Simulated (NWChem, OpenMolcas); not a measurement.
Predicting a hybrid from its neighbours: C2H2F2 (vinylidene fluoride)

The species is C2H2F2 (6 atoms), meant as a singlet with charge 0. SMILES: `C=C(F)F`. The coordinates come from a PBE0-D4/def2-TZVP relaxation.

The dipole moment y, in D, basis aug-cc-pVDZ; a is the functional's share of exact exchange. Programs: NWChem 7.3.0, OpenMolcas 26.06.

```
functional     program     a  y (D)
    revPBE  OpenMolcas     0   1.06
      BLYP      NWChem     0   1.12
     B3LYP  OpenMolcas   0.2      ?
      PBE0      NWChem  0.25   1.24
     BHLYP      NWChem   0.5   1.41
```

Fit y = c + s·a to the known rows and predict B3LYP.


1. Means of the 4 rows: a = 0.1875, y = 1.208.
2. Σ(Δa)² = 0.17188, Σ(Δa·Δy) = 0.10937, so the slope is 0.10937/0.17188 = 0.63632.
3. Intercept: 1.208 − (0.63632) × 0.1875 = 1.089. The largest residual of the fit is 0.032.
4. B3LYP: 1.089 + (0.63632) × 0.2 = 1.22 D.

The run gave 1.25 D, so the prediction is off by -0.03 D, about the largest residual. More exact exchange makes the molecule more polar here. The rows mix families of semi-local functionals, which the line can't see. The measured value is 1.38 D (NIST CCCBDB); in this basis the line meets it at a = 0.46.

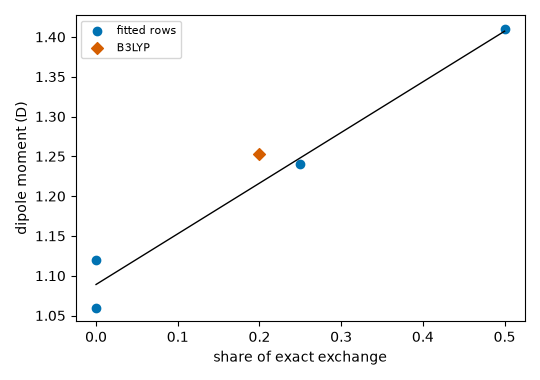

The fitted line, with the withheld row.
